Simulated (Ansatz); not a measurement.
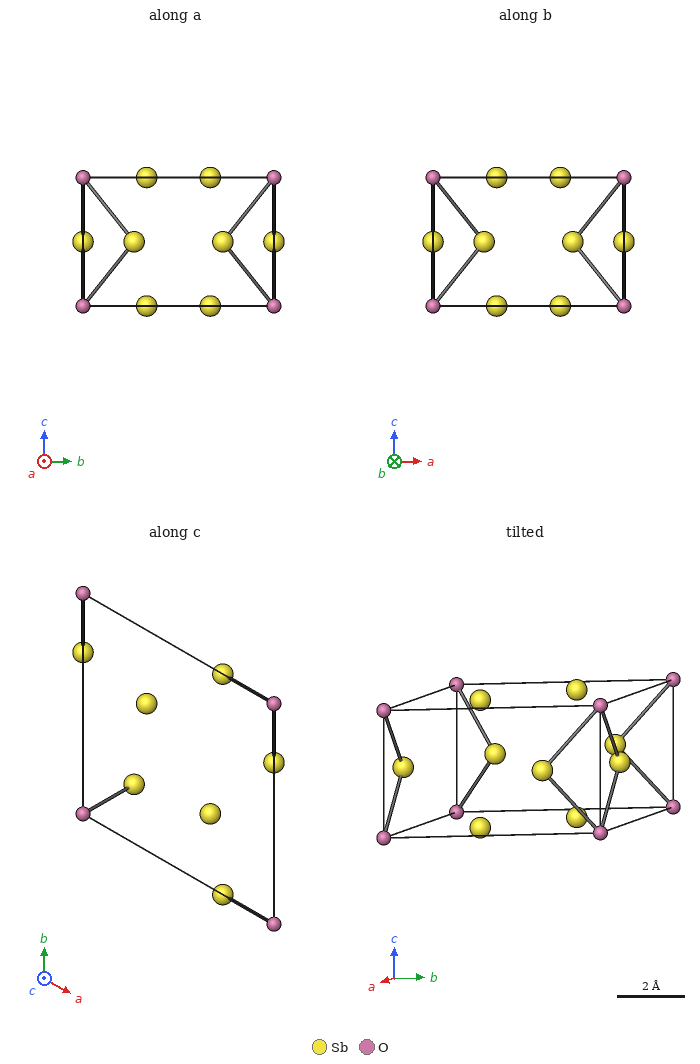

The image is a ball-and-stick drawing of a crystal, viewed along the a axis, along the b axis, along the c axis and slightly off an axis. The conventional unit cell is outlined; an atom on or near a face, edge or corner is repeated at each equivalent position.

Lattice parameters: a = 6.6628 Å, b = 6.6628 Å, c = 3.8827 Å, α = 90.000°, β = 90.000°, γ = 120.000°.

### Express the structure as a CIF in P1 with every atom of the cell, with free fractional coordinates to two decimals.

```cif
data_structure
_symmetry_space_group_name_H-M 'P 1'
_symmetry_Int_Tables_number 1
_cell_length_a 6.6628
_cell_length_b 6.6628
_cell_length_c 3.8827
_cell_angle_alpha 90.000
_cell_angle_beta 90.000
_cell_angle_gamma 120.000
_cell_volume 149.27
loop_
_atom_site_label
_atom_site_type_symbol
_atom_site_fract_x
_atom_site_fract_y
_atom_site_fract_z
_atom_site_occupancy
Sb1 Sb 0.73 0.00 0.50 1
Sb2 Sb 0.6667 0.3333 0.00 1
Sb3 Sb 0.27 0.27 0.50 1
Sb4 Sb 0.00 0.73 0.50 1
Sb5 Sb 0.3333 0.6667 0.00 1
O1 O 0.00 0.00 0.00 1
```

The structure comes from a structure type filled with these elements by a generator (whether the compound takes this form wasn't checked). The geometry is the end of a relaxation with DFT PBE, scalar-relativistic, plane waves, PAW (Ansatz 0.2.0).
